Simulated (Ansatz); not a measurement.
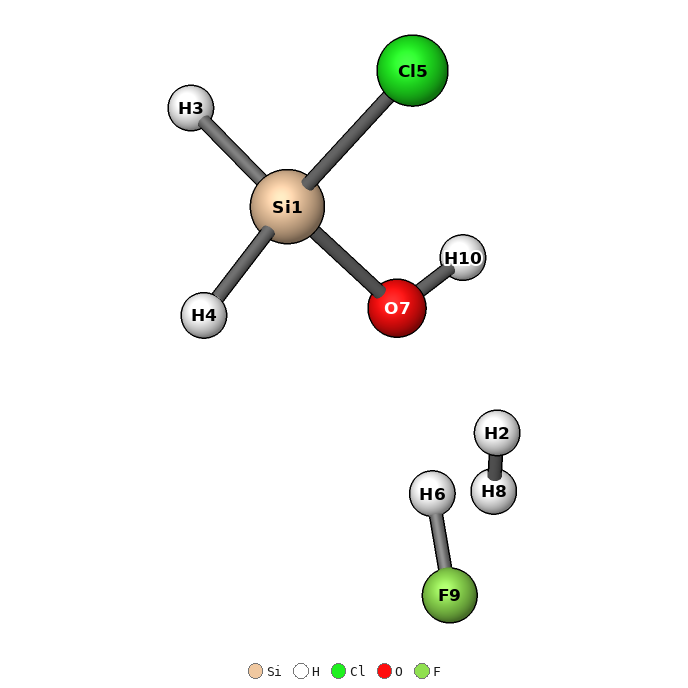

Sticks follow a distance rule. Harmonic vibrations computed with RKS PBE0-D4/def2-TZVP (Ansatz 0.2.0) at a stationary point of the same level.

> How many imaginary frequencies does it have?

A minimum: no imaginary frequency, and the lowest mode lies at 28 cm⁻¹.

> How many vibrational modes are there, and where do they lie?

24 modes: 28, 47, 70, 95, 152, 183, 227, 266, 295, 314, 552, 595, 633, 697, 768, 881, 900, 953, 975, 2266, 2309, 3750, 3900, 4393 cm⁻¹.
